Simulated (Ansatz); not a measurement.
# Geometry relaxation of Ge2H6F (part 2 of 2)

Continued. System: Ge2H6F, multiplicity 2. Method: UKS PBE0-D4/def2-SVP (Ansatz 0.2.0). It belongs to a series of runs on one base structure; here: end point A relaxed.

Geometry of the input (Å):
```
Ge 0.0184  -0.0152  -0.0289
H  0.0501  -0.4469  1.4610
Ge 2.2977  0.0022  -0.8500
H  2.9033  -1.4081  -0.7405
H  2.3149  0.4449  -2.3245
H  3.1418  0.9815  -0.0173
H  -0.6440  1.3706  -0.1183
H  -0.8482  -1.0435  -0.7832
F  -0.1775  0.1145  3.4757
```

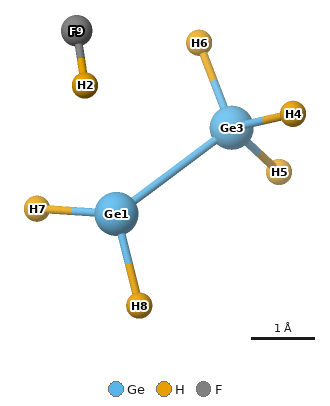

*The geometry at step 24 of the log (ball-and-stick view, seen at a tilt; atoms are numbered from 1 in the order of the input).*

## Trajectory as extended XYZ, continued
```
9
Properties=species:S:1:pos:R:3:forces:R:3 step=11 energy=-115816.59792
Ge   -0.0449   -0.0230   -0.2338    0.0023  -0.0815   0.1229
H     0.1596   -0.4540    2.3355   -0.0105  -0.0434  -0.0536
Ge    2.2897    0.0046   -0.8801   -0.0781   0.0220  -0.0377
H     2.8696   -1.4143   -0.7544   -0.0116   0.0009   0.0014
H     2.4279    0.4809   -2.3399    0.0410   0.0008  -0.0077
H     3.0604    0.9590    0.0451   -0.0053   0.0040   0.0060
H    -0.7106    1.3621   -0.1227    0.0107  -0.0336  -0.0474
H    -0.9330   -1.0166   -1.0185    0.0427   0.0829  -0.0029
F    -0.0621    0.1012    3.0428    0.0089   0.0479   0.0190
9
Properties=species:S:1:pos:R:3:forces:R:3 step=12 energy=-115816.60024
Ge   -0.0459   -0.0427   -0.2038    0.0465   0.0052   0.0019
H     0.0985   -0.4928    2.3359   -0.0927   0.5226   0.5476
Ge    2.2812    0.0071   -0.8796   -0.0127   0.0163   0.0291
H     2.8660   -1.4097   -0.7523    0.0044  -0.0044  -0.0023
H     2.4349    0.4830   -2.3393   -0.0194  -0.0043   0.0146
H     3.0499    0.9630    0.0473   -0.0015  -0.0066  -0.0033
H    -0.7083    1.3449   -0.1152   -0.0032  -0.0043   0.0074
H    -0.9208   -1.0005   -1.0384   -0.0211  -0.0110  -0.0179
F     0.0009    0.1477    3.0194    0.0996  -0.5134  -0.5771
9
Properties=species:S:1:pos:R:3:forces:R:3 step=13 energy=-115816.60598
Ge   -0.0397   -0.0427   -0.1972   -0.0113  -0.0501  -0.0509
H     0.0858   -0.4963    2.3450   -0.0080  -0.0182  -0.0154
Ge    2.2838    0.0083   -0.8809   -0.0032   0.0101   0.0189
H     2.8706   -1.4080   -0.7526    0.0036   0.0016  -0.0086
H     2.4268    0.4823   -2.3430   -0.0116  -0.0089   0.0257
H     3.0576    0.9655    0.0409   -0.0064  -0.0060  -0.0078
H    -0.7004    1.3452   -0.1110   -0.0089   0.0083   0.0104
H    -0.9216   -1.0001   -1.0343    0.0294   0.0364   0.0219
F    -0.0066    0.1459    3.0070    0.0165   0.0268   0.0055
9
Properties=species:S:1:pos:R:3:forces:R:3 step=14 energy=-115816.60589 accepted=F
Ge   -0.0415   -0.0584   -0.2178   -0.0345  -0.1073   0.0764
H     0.0708   -0.4829    2.3395    0.0034  -0.2024  -0.1932
Ge    2.2861    0.0023   -0.8689   -0.0017   0.0256  -0.0345
H     2.8862   -1.4091   -0.7578   -0.0105  -0.0086   0.0015
H     2.4136    0.4874   -2.3272    0.0264   0.0005  -0.0046
H     3.0581    0.9592    0.0540   -0.0271  -0.0060   0.0036
H    -0.7060    1.3180   -0.0661   -0.0126   0.0625  -0.0183
H    -0.9350   -0.9939   -1.0638    0.0473   0.0295  -0.0155
F     0.0241    0.1774    2.9820    0.0093   0.2061   0.1847
9
Properties=species:S:1:pos:R:3:forces:R:3 step=15 energy=-115816.60724
Ge   -0.0416   -0.0481   -0.2005   -0.0071  -0.0471  -0.0186
H     0.0745   -0.4988    2.3450   -0.0122   0.0320   0.0310
Ge    2.2828    0.0070   -0.8756    0.0018   0.0105   0.0079
H     2.8734   -1.4080   -0.7536    0.0023  -0.0011  -0.0018
H     2.4224    0.4831   -2.3368   -0.0057  -0.0033   0.0146
H     3.0555    0.9650    0.0458   -0.0089  -0.0073  -0.0031
H    -0.7018    1.3383   -0.1019   -0.0112   0.0185   0.0068
H    -0.9221   -0.9975   -1.0453    0.0184   0.0210   0.0042
F     0.0133    0.1590    2.9970    0.0228  -0.0231  -0.0409
9
Properties=species:S:1:pos:R:3:forces:R:3 step=16 energy=-115816.61077
Ge   -0.0599   -0.0791   -0.2140   -0.0131  -0.0419  -0.0141
H     0.0742   -0.4732    2.3381   -0.0086   0.0630   0.0766
Ge    2.2705   -0.0010   -0.8558    0.0295   0.0079   0.0113
H     2.8742   -1.4113   -0.7481   -0.0006  -0.0083   0.0067
H     2.4140    0.4878   -2.3111   -0.0041   0.0074  -0.0085
H     3.0313    0.9550    0.0764   -0.0098  -0.0048   0.0079
H    -0.7172    1.3030   -0.0653   -0.0209   0.0411   0.0055
H    -0.9224   -0.9797   -1.1261    0.0037   0.0009   0.0079
F     0.0916    0.1985    2.9798    0.0239  -0.0654  -0.0933
9
Properties=species:S:1:pos:R:3:forces:R:3 step=17 energy=-115816.60531 accepted=F
Ge   -0.0773   -0.0981   -0.2308   -0.0267  -0.0481   0.0274
H     0.0392   -0.4906    2.3499    0.1921   0.8531   0.6206
Ge    2.2622   -0.0047   -0.8350   -0.0021   0.0095   0.0173
H     2.8728   -1.4126   -0.7345   -0.0016  -0.0056   0.0055
H     2.4111    0.4975   -2.2848    0.0162   0.0085  -0.0137
H     3.0046    0.9478    0.1149   -0.0086  -0.0050   0.0042
H    -0.7348    1.2801   -0.0393   -0.0145   0.0186  -0.0147
H    -0.9306   -0.9723   -1.1783    0.0103   0.0180   0.0020
F     0.2092    0.2529    2.9119   -0.1651  -0.8492  -0.6487
9
Properties=species:S:1:pos:R:3:forces:R:3 step=18 energy=-115816.61353
Ge   -0.0710   -0.0832   -0.2134   -0.0099  -0.0275  -0.0229
H     0.0747   -0.4786    2.3162    0.0037   0.1053   0.1071
Ge    2.2643   -0.0017   -0.8409    0.0109   0.0066   0.0145
H     2.8680   -1.4122   -0.7337   -0.0011  -0.0056   0.0053
H     2.4141    0.4917   -2.2942   -0.0006   0.0053  -0.0031
H     3.0175    0.9517    0.0997   -0.0077  -0.0033   0.0062
H    -0.7290    1.2994   -0.0608   -0.0136   0.0230   0.0006
H    -0.9290   -0.9801   -1.1331    0.0009   0.0010  -0.0008
F     0.1469    0.2130    2.9342    0.0174  -0.1047  -0.1069
9
Properties=species:S:1:pos:R:3:forces:R:3 step=19 energy=-115816.61654
Ge   -0.0853   -0.0910   -0.2269   -0.0050  -0.0135  -0.0003
H     0.0670   -0.4779    2.3180    0.0411   0.2108   0.1810
Ge    2.2574   -0.0020   -0.8276   -0.0022  -0.0027   0.0099
H     2.8614   -1.4126   -0.7210   -0.0001  -0.0029   0.0039
H     2.4170    0.4971   -2.2782    0.0048   0.0033   0.0004
H     3.0018    0.9483    0.1229   -0.0145  -0.0028   0.0068
H    -0.7416    1.2921   -0.0648   -0.0148   0.0106  -0.0052
H    -0.9376   -0.9799   -1.1597    0.0056   0.0062  -0.0068
F     0.2164    0.2259    2.9113   -0.0150  -0.2090  -0.1898
9
Properties=species:S:1:pos:R:3:forces:R:3 step=20 energy=-115816.61944
Ge   -0.1046   -0.0918   -0.2343   -0.0090  -0.0463  -0.0364
H     0.0586   -0.4774    2.3210    0.1529   0.4181   0.3142
Ge    2.2448   -0.0084   -0.8105   -0.0006   0.0416   0.0387
H     2.8570   -1.4156   -0.7037   -0.0182  -0.0016   0.0107
H     2.4225    0.4997   -2.2563   -0.0011  -0.0018   0.0049
H     2.9674    0.9431    0.1554    0.0059  -0.0079   0.0000
H    -0.7694    1.2887   -0.0768    0.0045   0.0060  -0.0027
H    -0.9357   -0.9740   -1.1929   -0.0153   0.0047  -0.0003
F     0.3157    0.2358    2.8721   -0.1190  -0.4129  -0.3291
9
Properties=species:S:1:pos:R:3:forces:R:3 step=21 energy=-115816.63410
Ge   -0.1512   -0.0979   -0.2648   -0.0251  -0.0287  -0.0156
H     0.1334   -0.4638    2.2774    0.0974   0.1984   0.1486
Ge    2.2159   -0.0087   -0.7590    0.0022   0.0327   0.0086
H     2.8206   -1.4176   -0.6359   -0.0150  -0.0043   0.0212
H     2.4307    0.4915   -2.2028    0.0048  -0.0010   0.0027
H     2.9203    0.9446    0.2174   -0.0174  -0.0092   0.0121
H    -0.8205    1.2796   -0.0980    0.0062   0.0073  -0.0032
H    -0.9602   -0.9610   -1.2587    0.0010   0.0041  -0.0033
F     0.4675    0.2332    2.7985   -0.0541  -0.1992  -0.1712
9
Properties=species:S:1:pos:R:3:forces:R:3 step=22 energy=-115816.65088
Ge   -0.1976   -0.0868   -0.2970   -0.0100  -0.0420   0.0183
H     0.2006   -0.4985    2.2693    0.1317   0.2185   0.0985
Ge    2.1848   -0.0031   -0.7107   -0.0162   0.0203   0.0029
H     2.7800   -1.4102   -0.5292   -0.0114   0.0022   0.0222
H     2.4464    0.4538   -2.1615    0.0139  -0.0058   0.0027
H     2.8615    0.9751    0.2592   -0.0250  -0.0045   0.0156
H    -0.8666    1.2889   -0.1199   -0.0022   0.0145  -0.0095
H    -0.9833   -0.9357   -1.3201   -0.0059   0.0094  -0.0257
F     0.6305    0.2165    2.6840   -0.0749  -0.2127  -0.1250
9
Properties=species:S:1:pos:R:3:forces:R:3 step=23 energy=-115816.65625
Ge   -0.2518   -0.1097   -0.2910    0.0317   0.0409  -0.2743
H     0.2674   -0.4567    2.1973    0.4161   0.4387   0.3210
Ge    2.1357   -0.0035   -0.6756    0.1269  -0.0324   0.1225
H     2.7367   -1.4016   -0.4378   -0.0117   0.0174   0.0076
H     2.4764    0.4259   -2.1219   -0.0882  -0.0135   0.0525
H     2.7593    0.9903    0.3146   -0.0023   0.0045  -0.0211
H    -0.8926    1.2842   -0.1432   -0.0536   0.0074   0.0478
H    -0.9881   -0.9040   -1.3978   -0.0460  -0.0048   0.0864
F     0.8134    0.1752    2.6292   -0.3729  -0.4582  -0.3423
9
Properties=species:S:1:pos:R:3:forces:R:3 step=24 energy=-115816.67126
Ge   -0.2842   -0.0908   -0.3441    0.0410   0.0151   0.0172
H     0.3726   -0.4120    2.0332    0.3373   0.3021   0.3704
Ge    2.1224   -0.0064   -0.6169    0.0567   0.0194   0.0030
H     2.7111   -1.4005   -0.3426   -0.0400  -0.0178   0.0085
H     2.4804    0.3987   -2.0637   -0.0152  -0.0134   0.0156
H     2.7313    0.9983    0.3680   -0.0460   0.0297  -0.0146
H    -0.9550    1.2774   -0.1103   -0.0074  -0.0124  -0.0443
H    -1.0372   -0.9069   -1.4152   -0.0081   0.0267   0.0092
F     0.9150    0.1421    2.5656   -0.3184  -0.3494  -0.3650
9
Properties=species:S:1:pos:R:3:forces:R:3 step=25 energy=-115816.66651 accepted=F
Ge   -0.3060   -0.0691   -0.3678    0.0627  -0.0037   0.0592
H     0.3748   -0.4577    2.0858    0.9129   0.6902   0.4580
Ge    2.1088    0.0062   -0.5842    0.0212  -0.0314  -0.0324
H     2.6743   -1.3893   -0.2469   -0.0354   0.0841  -0.0134
H     2.4881    0.3550   -2.0441   -0.0002  -0.0317   0.0676
H     2.6859    1.0548    0.3756   -0.0285  -0.0098  -0.0618
H    -0.9835    1.2989   -0.1566   -0.0064   0.0128  -0.0275
H    -1.0497   -0.8844   -1.4449   -0.0126   0.0111  -0.0194
F     1.0637    0.0856    2.4572   -0.9136  -0.7216  -0.4304
9
Properties=species:S:1:pos:R:3:forces:R:3 step=26 energy=-115816.68266
Ge   -0.2977   -0.0658   -0.3634   -0.0094   0.0020   0.0512
H     0.4333   -0.4816    2.0581    0.1756   0.2014   0.1914
Ge    2.1103    0.0019   -0.6040    0.0370   0.0214  -0.0205
H     2.6844   -1.3872   -0.2760   -0.0227   0.0022   0.0091
H     2.4871    0.3595   -2.0588   -0.0006  -0.0183   0.0229
H     2.6967    1.0420    0.3570   -0.0215   0.0178  -0.0182
H    -0.9665    1.3088   -0.1615    0.0085  -0.0173  -0.0278
H    -1.0510   -0.8908   -1.4278    0.0057   0.0221  -0.0045
F     0.9599    0.1132    2.5503   -0.1724  -0.2313  -0.2036
9
Properties=species:S:1:pos:R:3:forces:R:3 step=27 energy=-115816.68881
Ge   -0.3040   -0.0499   -0.3666   -0.0298   0.0252   0.0220
H     0.4195   -0.5108    2.0884    0.1774   0.1537   0.1197
Ge    2.1042    0.0144   -0.5950    0.0505  -0.0217  -0.0120
H     2.6660   -1.3697   -0.2153   -0.0111   0.0639  -0.0031
H     2.4904    0.3192   -2.0614   -0.0082  -0.0226   0.0516
H     2.6779    1.0943    0.3315   -0.0157  -0.0181  -0.0331
H    -0.9712    1.3308   -0.1990    0.0073  -0.0123  -0.0065
H    -1.0521   -0.8763   -1.4338    0.0016   0.0043  -0.0064
F     1.0256    0.0479    2.5252   -0.1720  -0.1723  -0.1322
9
Properties=species:S:1:pos:R:3:forces:R:3 step=28 energy=-115816.69109
Ge   -0.3126   -0.0373   -0.3529   -0.0108   0.0316  -0.0041
H     0.4422   -0.5379    2.0339    0.0934   0.0858   0.0898
Ge    2.0984    0.0181   -0.5775    0.0665  -0.0051  -0.0363
H     2.6689   -1.3530   -0.1678   -0.0214   0.0538   0.0140
H     2.4835    0.2815   -2.0516   -0.0163  -0.0171   0.0309
H     2.6794    1.1275    0.3092   -0.0295  -0.0282  -0.0162
H    -0.9721    1.3486   -0.2005    0.0079  -0.0151   0.0019
H    -1.0567   -0.8652   -1.4208   -0.0050  -0.0032  -0.0122
F     1.0254    0.0177    2.5019   -0.0847  -0.1026  -0.0678
9
Properties=species:S:1:pos:R:3:forces:R:3 step=29 energy=-115816.69336
Ge   -0.3309   -0.0071   -0.3685   -0.0137   0.0329   0.0143
H     0.4865   -0.5855    2.0170    0.0140   0.0168   0.0245
Ge    2.0841    0.0297   -0.5615    0.1207  -0.0213  -0.0283
H     2.6480   -1.3194   -0.0593   -0.0464   0.1467  -0.0385
H     2.4904    0.2085   -2.0480   -0.0298  -0.0198   0.1195
H     2.6385    1.1971    0.2748   -0.0334  -0.0968  -0.0657
H    -0.9861    1.3841   -0.2351    0.0204  -0.0288   0.0025
H    -1.0700   -0.8397   -1.4354   -0.0104  -0.0076  -0.0185
F     1.0960   -0.0678    2.4899   -0.0214  -0.0221  -0.0098
9
Properties=species:S:1:pos:R:3:forces:R:3 step=30 energy=-115816.67727 accepted=F
Ge   -0.3284   -0.0551   -0.3655    0.1673   0.0692  -0.1308
H     0.4434   -0.6033    2.0776    0.0102  -0.0241  -0.0162
Ge    2.0916    0.0417   -0.5844   -0.3237  -0.1617   0.0983
H     2.6478   -1.2585   -0.0134    0.1892  -0.1449   0.0393
H     2.4831    0.1649   -2.0606    0.0614   0.0180  -0.1572
H     2.5874    1.2424    0.2109    0.0798   0.1321   0.0717
H    -0.8808    1.3688   -0.2001   -0.1865   0.0844   0.0429
H    -1.0915   -0.7945   -1.4889    0.0063   0.0019   0.0480
F     1.1039   -0.1064    2.4983   -0.0040   0.0251   0.0041
9
Properties=species:S:1:pos:R:3:forces:R:3 step=31 energy=-115816.69543
Ge   -0.3299   -0.0082   -0.3781    0.0510  -0.0422   0.0266
H     0.4883   -0.6339    2.0451    0.0354   0.0488   0.0174
Ge    2.0907    0.0319   -0.5697   -0.0814   0.0044  -0.0158
H     2.6565   -1.2871   -0.0223    0.0120  -0.0163  -0.0018
H     2.4986    0.1674   -2.0519    0.0094  -0.0063   0.0006
H     2.6384    1.2147    0.2347    0.0058   0.0217   0.0021
H    -0.9837    1.3726   -0.1850   -0.0006   0.0231  -0.0024
H    -1.0788   -0.8051   -1.4668    0.0048   0.0101  -0.0194
F     1.0762   -0.0522    2.4679   -0.0364  -0.0433  -0.0073
9
Properties=species:S:1:pos:R:3:forces:R:3 step=32 energy=-115816.68232 accepted=F
Ge   -0.3457   -0.0442   -0.3331    0.0010   0.0771  -0.2541
H     0.4836   -0.6067    2.0362    0.0399   0.0005   0.0482
Ge    2.0583    0.0157   -0.5665    0.1993  -0.0092   0.1016
H     2.6868   -1.2740   -0.0126   -0.0164   0.0057   0.0015
H     2.4565    0.1419   -2.0524   -0.0560  -0.0042  -0.0152
H     2.5876    1.2286    0.2085    0.0233   0.0023   0.0030
H    -0.9325    1.3756   -0.1838   -0.0615  -0.0308   0.0568
H    -1.0266   -0.7606   -1.5224   -0.0884  -0.0270   0.0826
F     1.0884   -0.0763    2.5002   -0.0413  -0.0144  -0.0244
9
Properties=species:S:1:pos:R:3:forces:R:3 step=33 energy=-115816.69612
Ge   -0.3280   -0.0213   -0.3785    0.0187  -0.0188   0.0122
H     0.4881   -0.6097    2.0124    0.0717   0.0645   0.0706
Ge    2.0889    0.0268   -0.5721   -0.0242   0.0031   0.0005
H     2.6677   -1.2798   -0.0076    0.0062  -0.0064  -0.0005
H     2.4989    0.1460   -2.0548    0.0002  -0.0024  -0.0013
H     2.6225    1.2266    0.2182    0.0079   0.0081  -0.0007
H    -0.9711    1.3591   -0.1449   -0.0094   0.0066  -0.0108
H    -1.0795   -0.7857   -1.4891    0.0058   0.0153   0.0034
F     1.0689   -0.0620    2.4904   -0.0768  -0.0701  -0.0734
9
Properties=species:S:1:pos:R:3:forces:R:3 step=34 energy=-115816.69659
Ge   -0.3290   -0.0216   -0.3739    0.0125  -0.0105  -0.0067
H     0.4845   -0.6313    2.0347    0.0797   0.0768   0.0607
Ge    2.0868    0.0282   -0.5704   -0.0138   0.0000   0.0002
H     2.6726   -1.2730   -0.0010    0.0052  -0.0075   0.0038
H     2.4906    0.1366   -2.0555    0.0020  -0.0004  -0.0072
H     2.6243    1.2351    0.2066    0.0058   0.0061   0.0030
H    -0.9684    1.3624   -0.1510   -0.0101   0.0095   0.0037
H    -1.0737   -0.7749   -1.4966   -0.0005   0.0026   0.0015
F     1.0687   -0.0614    2.4810   -0.0809  -0.0766  -0.0590
9
Properties=species:S:1:pos:R:3:forces:R:3 step=35 energy=-115816.69666
Ge   -0.3284   -0.0213   -0.3743    0.0087  -0.0086  -0.0030
H     0.4844   -0.6324    2.0369    0.0673   0.0661   0.0514
Ge    2.0874    0.0285   -0.5712   -0.0139   0.0006  -0.0011
H     2.6733   -1.2729   -0.0022    0.0042  -0.0085   0.0041
H     2.4907    0.1367   -2.0565    0.0023  -0.0005  -0.0072
H     2.6267    1.2347    0.2055    0.0040   0.0071   0.0039
H    -0.9699    1.3619   -0.1507   -0.0059   0.0079   0.0037
H    -1.0737   -0.7746   -1.4967    0.0013   0.0014   0.0001
F     1.0660   -0.0606    2.4833   -0.0680  -0.0654  -0.0519
9
Properties=species:S:1:pos:R:3:forces:R:3 step=36 energy=-115816.69678
Ge   -0.3265   -0.0224   -0.3745   -0.0048  -0.0008  -0.0007
H     0.4810   -0.6324    2.0406    0.0264   0.0239   0.0190
Ge    2.0886    0.0284   -0.5734   -0.0058   0.0021   0.0016
H     2.6759   -1.2718   -0.0025    0.0012  -0.0068   0.0025
H     2.4906    0.1339   -2.0593    0.0020  -0.0005  -0.0053
H     2.6302    1.2354    0.2009    0.0008   0.0057   0.0026
H    -0.9718    1.3584   -0.1425    0.0031  -0.0017   0.0010
H    -1.0717   -0.7709   -1.5003    0.0022   0.0015   0.0004
F     1.0602   -0.0586    2.4850   -0.0250  -0.0234  -0.0211
```

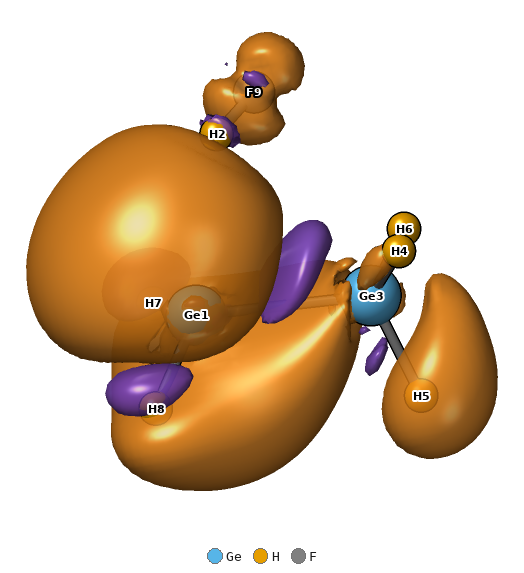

*Isosurfaces of the spin density (α minus β) at +0.003 (orange) and −0.003 e/Å³ (purple), seen face on.*

The unpaired spin (1 electron) lies mostly on Ge1 (about 0.8) and Ge3 (about 0.1), in electrons by Hirshfeld's partition.

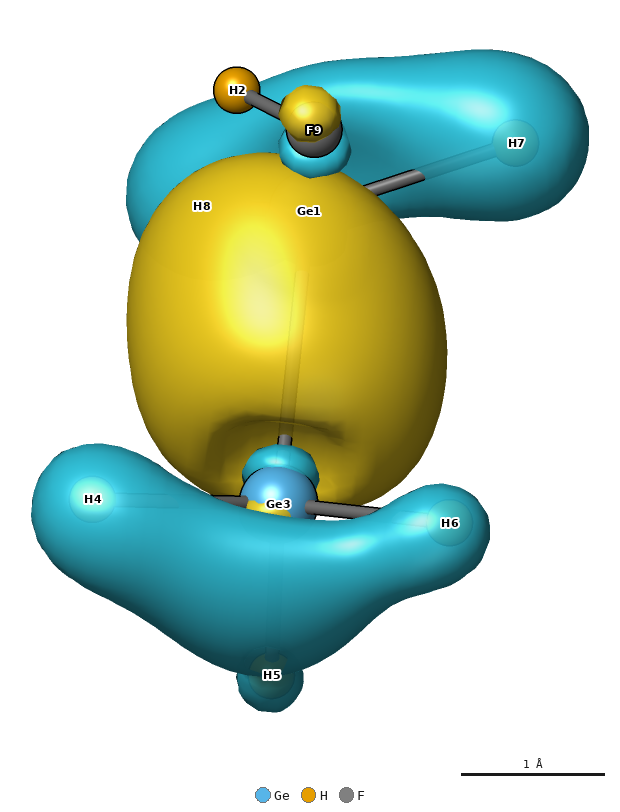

*The HOMO (β) at ±0.15 Å⁻³ᐟ² (yellow and cyan are the two phases), seen at an oblique angle.*

It lies mainly on Ge1 (40 %) and Ge3 (35 %). Its energy is −8.44 eV.

## Summary

- outcome: converged
- total energy: −115816.6968 eV
- mean-field energy: −115816.5637 eV
- ⟨S²⟩: 0.753
- largest force (length of the vector) at the end: 0.040 eV/Å
- wall time: 71 s (CPU time 4.2 min)
- peak memory: 0.46 GiB
